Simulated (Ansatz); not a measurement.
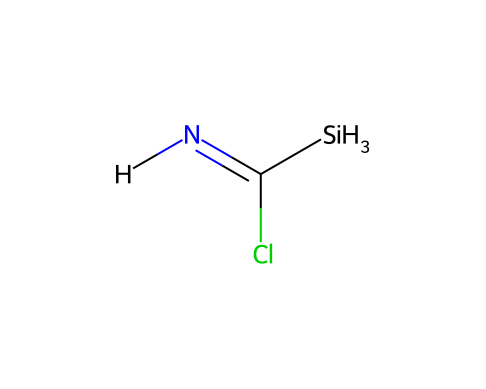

(Drawn from a calculation with Ansatz.)

Skeletal drawing of a molecule.

**Transcribe the drawing into SMILES.**

[H]/N=C(/[SiH3])Cl

**Give the formula, hydrogens included.**

CH4ClNSi.
